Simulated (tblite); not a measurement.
**CH₈NSi₂: geometry relaxation (part 3 of 4)**

CH₈NSi₂, multiplicity 2; GFN1-xTB, R-SCC, ddCOSMO solvent (tblite 0.8.0). The geometry comes from this level: GFN2-xTB.

Geometry of the input (Å):
```
C  0.0000  0.0000  0.0000
Si 1.8981  0.0000  0.0000
N  2.5045  1.5234  0.0000
Si 2.3313  -0.6174  -2.2941
H  -0.3820  0.7897  -0.6366
H  -0.3640  0.1816  1.0057
H  -0.4110  -0.9461  -0.3413
H  2.3444  -1.1840  0.7631
H  3.4353  1.7616  0.2999
H  1.7472  0.3405  -3.2203
H  1.7394  -1.9365  -2.5174
H  3.7770  -0.7053  -2.4649
```

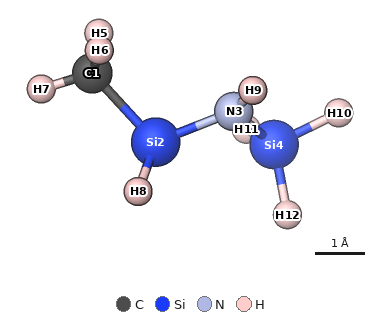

Fig. 1: The geometry at step 61 of the log (ball-and-stick view, seen at a tilt; atoms are numbered from 1 in the order of the input).

Trajectory as extended XYZ, continued
```
12
Properties=species:S:1:pos:R:3:forces:R:3 step=47 energy=-362.59136
C    -0.3229   -0.0608    0.4582   -0.0649  -0.0423  -0.0392
Si    1.4087   -0.7839    0.0034    0.0715   0.0660  -0.0887
N     2.2917    0.3981   -0.9957   -0.0044  -0.0676   0.0027
Si    3.0381   -0.1581   -2.4617    0.0315   0.0071   0.0742
H    -0.7470    0.5134   -0.3735   -0.0093  -0.0349   0.0327
H    -0.2851    0.6149    1.3208    0.0362   0.0075  -0.0123
H    -1.0566   -0.8368    0.7043    0.0450   0.0556   0.0137
H     2.1591   -0.9023    1.2659   -0.0144   0.0163   0.0233
H     2.4073    1.3490   -0.6604   -0.0084   0.0180   0.0449
H     3.1561    0.9635   -3.3766   -0.0155   0.0027   0.0041
H     2.1963   -1.1864   -3.0337   -0.0183  -0.0281  -0.0783
H     4.3744   -0.7028   -2.2572   -0.0491  -0.0003   0.0229
12
Properties=species:S:1:pos:R:3:forces:R:3 step=48 energy=-362.59377
C    -0.3235   -0.0581    0.4593   -0.0377  -0.0164  -0.0063
Si    1.4086   -0.7779    0.0059    0.0259  -0.0357  -0.0822
N     2.2963    0.3920   -0.9934   -0.0147  -0.0019   0.0181
Si    3.0380   -0.1642   -2.4596    0.0500  -0.0202  -0.0279
H    -0.7610    0.5074   -0.3699   -0.0024  -0.0083   0.0072
H    -0.2797    0.6223    1.3194    0.0155  -0.0121  -0.0387
H    -1.0491   -0.8374    0.7138    0.0187   0.0321   0.0421
H     2.1482   -0.8993    1.2731    0.0054   0.0199   0.0360
H     2.3957    1.3470   -0.6630    0.0088   0.0111   0.0130
H     3.1685    0.9686   -3.3587   -0.0167   0.0171  -0.0098
H     2.2039   -1.1813   -3.0738    0.0075   0.0312   0.0081
H     4.3741   -0.7114   -2.2591   -0.0603  -0.0169   0.0405
12
Properties=species:S:1:pos:R:3:forces:R:3 step=50 energy=-362.59711
C    -0.3231   -0.0645    0.4611   -0.0838  -0.0877   0.0435
Si    1.4055   -0.7926    0.0017   -0.0477  -0.0565  -0.0236
N     2.2759    0.3724   -1.0133    0.0247   0.1147   0.0453
Si    3.0529   -0.1589   -2.4705    0.0021   0.0487  -0.0207
H    -0.7830    0.4915   -0.3617    0.0035  -0.0168  -0.0029
H    -0.2462    0.6267    1.3095    0.0022   0.0290  -0.0278
H    -1.0476   -0.8332    0.7581    0.0746   0.0703  -0.0107
H     2.1284   -0.8821    1.2837    0.0294   0.0075  -0.0093
H     2.3595    1.3294   -0.6781    0.0030  -0.0409  -0.0157
H     3.2104    0.9910   -3.3466    0.0024  -0.0162   0.0278
H     2.2176   -1.1469   -3.1235    0.0000  -0.0225  -0.0086
H     4.3697   -0.7252   -2.2264   -0.0103  -0.0297   0.0027
12
Properties=species:S:1:pos:R:3:forces:R:3 step=51 energy=-362.59822
C    -0.3254   -0.0680    0.4627    0.0011   0.0538   0.0436
Si    1.4037   -0.7946    0.0005   -0.0461  -0.0604   0.0060
N     2.2732    0.3687   -1.0147    0.0277   0.0788  -0.0081
Si    3.0541   -0.1571   -2.4731   -0.0068   0.0373   0.0226
H    -0.7882    0.4845   -0.3616    0.0083  -0.0352   0.0000
H    -0.2443    0.6336    1.3052   -0.0041  -0.0277  -0.0671
H    -1.0454   -0.8328    0.7667    0.0015   0.0006   0.0246
H     2.1352   -0.8769    1.2795    0.0111   0.0004  -0.0168
H     2.3548    1.3255   -0.6823    0.0011   0.0071   0.0040
H     3.2167    1.0000   -3.3377    0.0175  -0.0213   0.0198
H     2.2223   -1.1407   -3.1370   -0.0082  -0.0181  -0.0096
H     4.3633   -0.7346   -2.2142   -0.0032  -0.0152  -0.0190
12
Properties=species:S:1:pos:R:3:forces:R:3 step=52 energy=-362.59926
C    -0.3280   -0.0697    0.4660   -0.0174   0.0200   0.0059
Si    1.4005   -0.7963    0.0023   -0.0165  -0.0425  -0.0003
N     2.2696    0.3659   -1.0174    0.0145   0.0356  -0.0230
Si    3.0567   -0.1545   -2.4747   -0.0545  -0.0091   0.0169
H    -0.7956    0.4735   -0.3621    0.0080  -0.0484   0.0005
H    -0.2473    0.6402    1.2986    0.0137   0.0165  -0.0121
H    -1.0447   -0.8330    0.7829    0.0086   0.0038   0.0082
H     2.1446   -0.8686    1.2752   -0.0083  -0.0059  -0.0173
H     2.3487    1.3223   -0.6848   -0.0005   0.0289   0.0080
H     3.2315    1.0084   -3.3271    0.0236  -0.0144   0.0099
H     2.2278   -1.1331   -3.1568    0.0074   0.0263   0.0217
H     4.3562   -0.7475   -2.2082    0.0213  -0.0108  -0.0183
12
Properties=species:S:1:pos:R:3:forces:R:3 step=54 energy=-362.60232
C    -0.3311   -0.0814    0.4758   -0.0453  -0.0611  -0.0429
Si    1.3925   -0.8042   -0.0037    0.0442   0.0591  -0.0544
N     2.2413    0.3741   -1.0333   -0.0213  -0.0589   0.0215
Si    3.0550   -0.1453   -2.4726    0.0283  -0.0484  -0.0058
H    -0.8302    0.4052   -0.3695    0.0043  -0.0234   0.0342
H    -0.2287    0.6723    1.2645   -0.0065   0.0534  -0.0022
H    -1.0279   -0.8350    0.8567    0.0311   0.0239   0.0031
H     2.1592   -0.8385    1.2549   -0.0016  -0.0470   0.0195
H     2.3235    1.3246   -0.6871   -0.0141   0.0565  -0.0020
H     3.3060    1.0265   -3.2902    0.0170   0.0083  -0.0005
H     2.2411   -1.0879   -3.2153   -0.0841   0.0223   0.0175
H     4.3192   -0.8027   -2.1864    0.0480   0.0154   0.0120
12
Properties=species:S:1:pos:R:3:forces:R:3 step=55 energy=-362.60570
C    -0.3301   -0.0965    0.4800   -0.0245   0.0445   0.1085
Si    1.3936   -0.8067   -0.0194   -0.0267   0.0751  -0.0811
N     2.2139    0.3879   -1.0514    0.0462  -0.0001   0.0668
Si    3.0628   -0.1467   -2.4666   -0.0106  -0.0189  -0.0743
H    -0.8663    0.3373   -0.3690   -0.0208   0.0091  -0.0069
H    -0.2046    0.7094    1.2242   -0.0602  -0.1440  -0.1451
H    -1.0038   -0.8389    0.9243    0.0843   0.0776   0.0071
H     2.1539   -0.8278    1.2379    0.0608  -0.0668   0.0701
H     2.2945    1.3360   -0.6921   -0.0149  -0.0216  -0.0600
H     3.3794    1.0371   -3.2518    0.0012  -0.0528   0.0232
H     2.2212   -1.0365   -3.2550    0.0168   0.0704   0.0797
H     4.3056   -0.8471   -2.1673   -0.0514   0.0274   0.0121
12
Properties=species:S:1:pos:R:3:forces:R:3 step=57 energy=-362.62080
C    -0.3106   -0.1137    0.4547   -0.1419  -0.0529  -0.1723
Si    1.4251   -0.7741   -0.0722   -0.0889   0.0616   0.0080
N     2.2167    0.4793   -1.0318    0.0926   0.0342   0.0544
Si    3.0264   -0.1644   -2.4242    0.0810   0.0910   0.0271
H    -0.9083    0.2356   -0.4004    0.0864  -0.0416   0.1304
H    -0.1955    0.7451    1.1297   -0.0300  -0.0384  -0.0200
H    -0.9277   -0.8545    0.9758    0.0664   0.0664   0.0149
H     2.1725   -0.8655    1.1872    0.0689  -0.0871   0.0979
H     2.3404    1.4192   -0.6732   -0.0239   0.0411  -0.0276
H     3.4018    0.9930   -3.2149    0.0437   0.0254  -0.1039
H     2.1269   -0.9918   -3.1936   -0.0667  -0.0675  -0.0525
H     4.2523   -0.9007   -2.1432   -0.0875  -0.0322   0.0438
12
Properties=species:S:1:pos:R:3:forces:R:3 step=58 energy=-362.62750
C    -0.3033   -0.1289    0.4407   -0.3214  -0.1045  -0.1315
Si    1.4400   -0.7556   -0.0981   -0.0533   0.0770   0.0433
N     2.2140    0.5305   -1.0212    0.1111  -0.0417  -0.0147
Si    3.0044   -0.1705   -2.4013    0.1278   0.1722   0.0144
H    -0.9378    0.1659   -0.4169    0.1843  -0.1051   0.2975
H    -0.1884    0.7700    1.0672   -0.0594  -0.1287  -0.0560
H    -0.8838   -0.8652    1.0246    0.1781   0.2571  -0.1520
H     2.1893   -0.8792    1.1592    0.0407  -0.0951   0.0774
H     2.3609    1.4647   -0.6652   -0.0249   0.1199   0.0047
H     3.4371    0.9759   -3.1939    0.0109  -0.0730  -0.0617
H     2.0783   -0.9554   -3.1845   -0.0543  -0.0547  -0.0595
H     4.2095   -0.9444   -2.1168   -0.1398  -0.0235   0.0383
12
Properties=species:S:1:pos:R:3:forces:R:3 step=59 energy=-362.64033
C    -0.2921   -0.1439    0.4114   -0.3644  -0.2477  -0.1228
Si    1.4674   -0.7188   -0.1253    0.0701   0.0679   0.1642
N     2.2367    0.6063   -0.9840    0.1221  -0.2355  -0.2053
Si    2.9609   -0.1824   -2.3663    0.1567   0.3612   0.0492
H    -0.9488    0.1152   -0.4419    0.1924  -0.1664   0.3074
H    -0.1964    0.7746    1.0019   -0.0214   0.0068   0.0728
H    -0.8362   -0.8795    1.0367    0.1869   0.3164  -0.2748
H     2.2155   -0.9186    1.1335   -0.0667  -0.0661  -0.0367
H     2.4226    1.5340   -0.6458   -0.0117   0.2707   0.0735
H     3.4303    0.9354   -3.2034   -0.0616  -0.2058   0.0354
H     2.0037   -0.9430   -3.1336   -0.0714  -0.0395  -0.1022
H     4.1565   -0.9717   -2.0894   -0.1310  -0.0621   0.0393
12
Properties=species:S:1:pos:R:3:forces:R:3 step=61 energy=-362.66271
C    -0.2798   -0.1702    0.3746   -0.0339   0.0256  -0.1597
Si    1.5096   -0.6630   -0.1376    0.1462  -0.0174   0.2294
N     2.2923    0.6933   -0.9281    0.0487  -0.2585  -0.2081
Si    2.9064   -0.1768   -2.3235    0.1179   0.0257  -0.0752
H    -0.9423    0.0727   -0.4677    0.0606  -0.1971   0.0743
H    -0.2081    0.7608    0.9414    0.0138   0.1425   0.1992
H    -0.7952   -0.8909    1.0172    0.0085   0.0027  -0.1105
H     2.2342   -0.9740    1.1211   -0.1404   0.0272  -0.1409
H     2.5120    1.6222   -0.6177   -0.0362   0.2615   0.0778
H     3.3828    0.8739   -3.2429   -0.0206  -0.1510   0.1280
H     1.9265   -0.9305   -3.0992    0.0250   0.1001   0.0201
H     4.0816   -1.0098   -2.0437   -0.1895   0.0386  -0.0345
12
Properties=species:S:1:pos:R:3:forces:R:3 step=62 energy=-362.67392
C    -0.2811   -0.1717    0.3859   -0.0461   0.2748  -0.1992
Si    1.5075   -0.6633   -0.1269    0.0405  -0.0046  -0.0356
N     2.2916    0.6828   -0.9398    0.0206   0.0045   0.0414
Si    2.9161   -0.1714   -2.3288    0.0205  -0.1328  -0.2192
H    -0.9555    0.0418   -0.4608    0.1568  -0.1446   0.1989
H    -0.2066    0.7776    0.9419   -0.0660  -0.1310   0.0225
H    -0.7848   -0.8899    1.0368   -0.0125  -0.0081  -0.0243
H     2.2196   -0.9637    1.1230   -0.0056  -0.0070   0.0367
H     2.4883    1.6203   -0.6222   -0.0644   0.0652  -0.0134
H     3.4181    0.8810   -3.2223    0.0204  -0.0860   0.0738
H     1.9416   -0.9023   -3.1463    0.0719   0.1405   0.1325
H     4.0652   -1.0334   -2.0465   -0.1360   0.0291  -0.0141
12
Properties=species:S:1:pos:R:3:forces:R:3 step=63 energy=-362.68339
C    -0.2733   -0.1713    0.3761    0.0674   0.2023  -0.1437
Si    1.5227   -0.6438   -0.1305   -0.0059   0.0228  -0.0771
N     2.3124    0.7087   -0.9269    0.0529   0.1289   0.0974
Si    2.9014   -0.1772   -2.3198   -0.0677   0.0227  -0.1240
H    -0.9527    0.0137   -0.4668    0.0763  -0.0707   0.0968
H    -0.2140    0.7805    0.9273   -0.0782  -0.1009   0.0153
H    -0.7575   -0.8956    1.0327   -0.0378  -0.0416   0.0213
H     2.2100   -0.9846    1.1180    0.0477   0.0039   0.0755
H     2.5045    1.6549   -0.6153   -0.0901  -0.1532  -0.1007
H     3.4185    0.8600   -3.2200    0.0259  -0.0510   0.0440
H     1.9156   -0.8883   -3.1322    0.0090   0.1081   0.0669
H     4.0324   -1.0494   -2.0486    0.0004  -0.0713   0.0283
12
Properties=species:S:1:pos:R:3:forces:R:3 step=65 energy=-362.70274
C    -0.2613   -0.1717    0.3734    0.0011   0.0808  -0.0040
Si    1.5452   -0.5960   -0.1312   -0.0276  -0.0737  -0.0159
N     2.3566    0.7467   -0.9084    0.0777   0.2542   0.0758
Si    2.8808   -0.1765   -2.3127    0.0291   0.0208  -0.0169
H    -0.9619   -0.1006   -0.4664    0.0450   0.0487   0.0389
H    -0.2796    0.8052    0.8847   -0.0500  -0.1622  -0.0609
H    -0.6858   -0.9053    1.0665    0.0082   0.0241   0.0088
H     2.2172   -1.0144    1.1064    0.0516   0.0722   0.0102
H     2.5127    1.7167   -0.6479   -0.0805  -0.2606  -0.0924
H     3.4973    0.8326   -3.1873   -0.0050  -0.0881   0.0567
H     1.8566   -0.7909   -3.1511   -0.0058   0.0762   0.0134
H     3.9423   -1.1382   -2.0321   -0.0440   0.0076  -0.0135
12
Properties=species:S:1:pos:R:3:forces:R:3 step=66 energy=-362.70974
C    -0.2618   -0.1720    0.3794    0.0212  -0.1795   0.1878
Si    1.5429   -0.5953   -0.1253    0.0234  -0.0355  -0.0567
N     2.3560    0.7421   -0.9140    0.0554   0.1404   0.0444
Si    2.8869   -0.1718   -2.3178   -0.0331  -0.0317   0.0053
H    -0.9548   -0.1350   -0.4614   -0.0849   0.0898  -0.0866
H    -0.3066    0.8017    0.8815   -0.0182   0.0251  -0.0379
H    -0.6800   -0.9011    1.0873    0.0614   0.0517  -0.0816
H     2.2359   -0.9980    1.1053    0.0388   0.0653   0.0176
H     2.4968    1.7167   -0.6784   -0.0669  -0.1147  -0.0068
H     3.5452    0.8269   -3.1666    0.0175  -0.0527   0.0248
H     1.8492   -0.7389   -3.1717    0.0076   0.0434   0.0147
H     3.9105   -1.1676   -2.0243   -0.0222  -0.0016  -0.0250
12
Properties=species:S:1:pos:R:3:forces:R:3 step=68 energy=-362.71602
C    -0.2593   -0.1857    0.3810   -0.0353  -0.0098   0.0365
Si    1.5507   -0.5826   -0.1263    0.0649   0.0043   0.0553
N     2.3618    0.7608   -0.9055    0.0573  -0.0257  -0.0717
Si    2.8740   -0.1719   -2.3088   -0.0188  -0.0088   0.0382
H    -0.9540   -0.1810   -0.4636   -0.0193   0.0577  -0.0336
H    -0.3400    0.8001    0.8577    0.0373  -0.0237  -0.0401
H    -0.6630   -0.9057    1.0989    0.0177  -0.0522   0.0173
H     2.2774   -0.9675    1.0961   -0.0398   0.0501  -0.0362
H     2.5006    1.7361   -0.6890   -0.0525   0.0136   0.0382
H     3.5903    0.7982   -3.1419    0.0146  -0.0169   0.0122
H     1.8266   -0.6821   -3.1825   -0.0257   0.0171  -0.0057
H     3.8550   -1.2111   -2.0220   -0.0004  -0.0056  -0.0104
12
Properties=species:S:1:pos:R:3:forces:R:3 step=69 energy=-362.71887
C    -0.2594   -0.1955    0.3809   -0.0258  -0.0813   0.0418
Si    1.5543   -0.5773   -0.1254    0.0126  -0.0222   0.0419
N     2.3591    0.7643   -0.9090    0.0699   0.0874  -0.0422
Si    2.8706   -0.1729   -2.3068    0.0073  -0.0128  -0.0487
H    -0.9601   -0.2006   -0.4584   -0.0225   0.0184  -0.0353
H    -0.3432    0.7938    0.8436    0.0273   0.0392   0.0218
H    -0.6481   -0.9135    1.1121    0.0177   0.0029  -0.0370
H     2.2854   -0.9356    1.0986   -0.0249   0.0158  -0.0007
H     2.4879    1.7422   -0.6916   -0.0423  -0.0377   0.0102
H     3.6293    0.7829   -3.1222   -0.0109  -0.0227   0.0207
H     1.8189   -0.6413   -3.2021    0.0015   0.0109   0.0298
H     3.8255   -1.2389   -2.0256   -0.0100   0.0020  -0.0023
12
Properties=species:S:1:pos:R:3:forces:R:3 step=70 energy=-362.71980
C    -0.2591   -0.1988    0.3800    0.0068  -0.0577  -0.0486
Si    1.5568   -0.5768   -0.1246   -0.0098  -0.0047   0.0093
N     2.3580    0.7662   -0.9130    0.0515   0.0761  -0.0033
Si    2.8708   -0.1744   -2.3075   -0.0128  -0.0052  -0.0146
H    -0.9630   -0.1971   -0.4575   -0.0016   0.0086  -0.0193
H    -0.3352    0.7896    0.8436    0.0108   0.0652   0.0505
H    -0.6451   -0.9175    1.1086   -0.0131  -0.0310   0.0095
H     2.2792   -0.9264    1.1050   -0.0008   0.0092   0.0163
H     2.4851    1.7433   -0.6893   -0.0336  -0.0522  -0.0054
H     3.6310    0.7769   -3.1202    0.0174   0.0216  -0.0179
H     1.8170   -0.6373   -3.2001   -0.0193  -0.0050   0.0114
H     3.8246   -1.2400   -2.0308    0.0046  -0.0249   0.0123
12
Properties=species:S:1:pos:R:3:forces:R:3 step=72 energy=-362.72053
C    -0.2596   -0.2034    0.3782    0.0444   0.0307  -0.0416
Si    1.5593   -0.5729   -0.1223    0.0009  -0.0127  -0.0131
N     2.3605    0.7684   -0.9171    0.0261   0.0390   0.0244
Si    2.8708   -0.1746   -2.3104    0.0083   0.0008   0.0076
H    -0.9650   -0.1976   -0.4575   -0.0055   0.0018  -0.0223
H    -0.3308    0.7865    0.8442   -0.0049   0.0086   0.0356
H    -0.6411   -0.9236    1.1062   -0.0321  -0.0396   0.0258
H     2.2743   -0.9157    1.1138    0.0047   0.0165   0.0077
H     2.4840    1.7446   -0.6896   -0.0199  -0.0331  -0.0103
H     3.6390    0.7719   -3.1224    0.0026   0.0124  -0.0158
H     1.8093   -0.6298   -3.1961   -0.0176  -0.0112  -0.0050
H     3.8193   -1.2462   -2.0332   -0.0070  -0.0132   0.0071
12
Properties=species:S:1:pos:R:3:forces:R:3 step=73 energy=-362.72135
C    -0.2591   -0.2002    0.3736    0.0296   0.0076  -0.0435
Si    1.5627   -0.5684   -0.1176    0.0262  -0.0478   0.0141
N     2.3740    0.7649   -0.9159    0.0024  -0.0410  -0.0031
Si    2.8716   -0.1761   -2.3159   -0.0357   0.0160   0.0403
H    -0.9641   -0.1816   -0.4638    0.0283   0.0149   0.0154
H    -0.3278    0.7794    0.8601   -0.0169   0.0379   0.0165
H    -0.6424   -0.9303    1.0912   -0.0359  -0.0505   0.0138
H     2.2657   -0.9044    1.1313   -0.0112   0.0324  -0.0369
H     2.4905    1.7400   -0.6889    0.0005   0.0525   0.0006
H     3.6292    0.7698   -3.1376   -0.0022   0.0100  -0.0168
H     1.7992   -0.6413   -3.1846   -0.0007   0.0028  -0.0081
H     3.8205   -1.2442   -2.0381    0.0155  -0.0348   0.0077
12
Properties=species:S:1:pos:R:3:forces:R:3 step=74 energy=-362.72243
C    -0.2558   -0.1995    0.3704    0.0366   0.0644   0.0352
Si    1.5701   -0.5651   -0.1119   -0.0001  -0.0078   0.0129
N     2.3909    0.7637   -0.9096   -0.0171  -0.0330  -0.0203
Si    2.8666   -0.1772   -2.3169   -0.0330  -0.0444   0.0273
H    -0.9524   -0.1710   -0.4719   -0.0031   0.0059  -0.0231
H    -0.3379    0.7739    0.8721    0.0200  -0.0164  -0.0234
H    -0.6442   -0.9391    1.0759   -0.0315  -0.0573   0.0004
H     2.2710   -0.8784    1.1405    0.0013   0.0007   0.0012
H     2.4974    1.7410   -0.6863    0.0076   0.0423  -0.0108
H     3.6233    0.7621   -3.1467    0.0000   0.0034  -0.0092
H     1.7859   -0.6435   -3.1787    0.0189   0.0265   0.0129
H     3.8051   -1.2595   -2.0429    0.0003   0.0156  -0.0030
```
